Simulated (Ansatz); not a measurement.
# CH7GeNO2: what the fields show

Input file:

```
crystal:
  periodic: [false, false, false]
  atoms:
    - { symbol: "N", position_ang: [-1.7084, -0.6971, 1.1665] }
    - { symbol: Ge, position_ang: [-0.1983, -0.8159, 0.1495] }
    - { symbol: O, position_ang: [1.0922, -1.4179, 1.1811] }
    - { symbol: C, position_ang: [0.367, 0.937, -0.5736] }
    - { symbol: O, position_ang: [1.4563, 0.7907, -1.3558] }
    - { symbol: H, position_ang: [-1.5694, 0.0824, 1.8876] }
    - { symbol: H, position_ang: [-2.4553, -0.2488, 0.5232] }
    - { symbol: H, position_ang: [-1.69382, -1.737, 1.16815] }
    - { symbol: H, position_ang: [1.8907, -1.5416, 0.62] }
    - { symbol: H, position_ang: [0.4698, 1.629, 0.298] }
    - { symbol: H, position_ang: [-0.5534, 1.3005, -1.1787] }
    - { symbol: H, position_ang: [1.6782, 1.7154, -1.6613] }
basis:
  gaussian: { orbitals: def2-SVP }
hamiltonian:
  xc: pbe
  dispersion: d4
relax:
  f_tol: 0.02
  max_steps: 50
output:
  orbitals: {}
```

Run with:

```sh
ansatz run input.yaml --threads 2 --pin off --max-ram 3072MiB --backend cpu --events-out ev --progress --plain --runs-dir out
```

The fields are those of the relaxed geometry.

All numbers below come from RKS PBE-D4/def2-SVP (Ansatz 0.2.0).

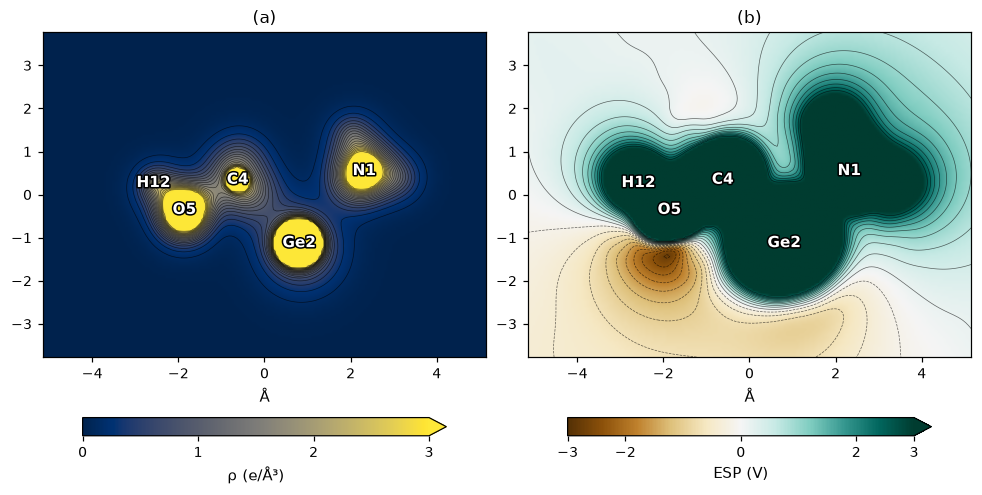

Figure 1. (a) total electron density; (b) molecular electrostatic potential on the plane of atoms N1, Ge2 and C4.

### Describe what can be read from this map.

- Atoms in the plane: N, Ge, C, O and H.
- C–O (1.42 Å): the density is about 2 e/Å³ at the midpoint, with its minimum of 1.7 e/Å³ about 0.5 Å from C.
- C–Ge (2.04 Å): ρ is about 0.79 e/Å³ halfway.
- Ge–N (2.26 Å): the density is about 0.38 e/Å³ at the midpoint.
- O–H (0.97 Å): ρ at the midpoint is about 3.6 e/Å³.
- Outside the dense part of the molecule the potential is most negative (−2.7 V) near O5.

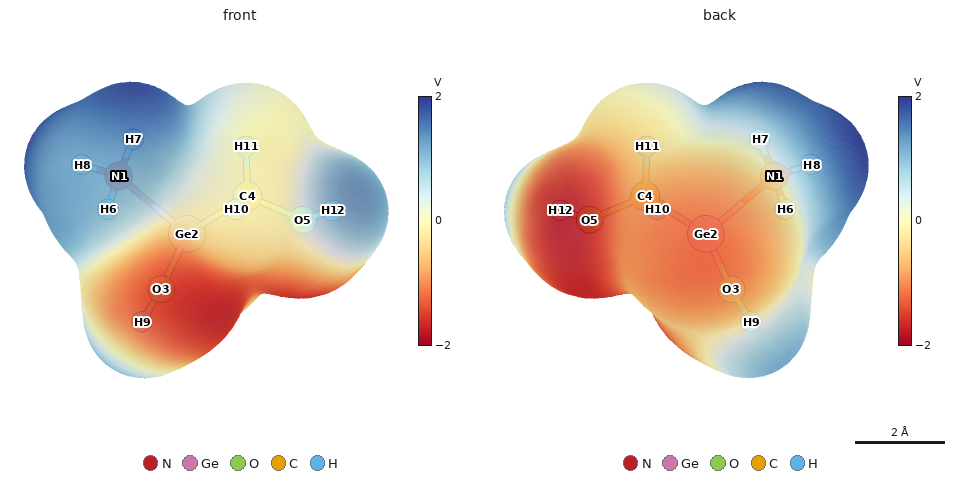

Figure 2. The molecular electrostatic potential painted on the density surface at 0.001 e/bohr³, seen from the front and from behind; the colour scale runs from red (negative) to blue (positive).

### Describe the electrostatic potential map.

The most negative region (about −1.8 V) lies over O3 and O5, the most positive (about +1.9 V) over H8.

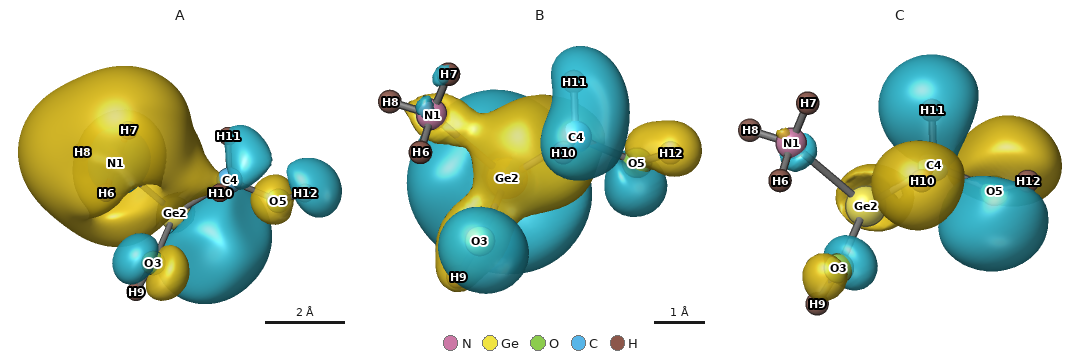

Figure 3. Three frontier orbitals at ±0.06 Å⁻³ᐟ² (yellow and cyan are the two phases), in no order.

### Order the three orbitals by energy and name them.

C is the HOMO−1 (−5.32 eV). By Hirshfeld shares it lies mainly on O5 (about 65 %), C4 (about 10 %) and H11 (about 10 %); largely a lone pair of O5. B is the HOMO (−4.28 eV). By Hirshfeld shares it lies mainly on Ge2 (about 55 %), C4 (about 20 %) and O3 (about 10 %). A is the LUMO (−0.54 eV). By Hirshfeld shares it lies mainly on Ge2 (about 45 %), N1 (about 15 %), H8 (about 10 %) and H7 (about 10 %).

### What is the HOMO–LUMO gap?

3.74 eV between the orbital energies.
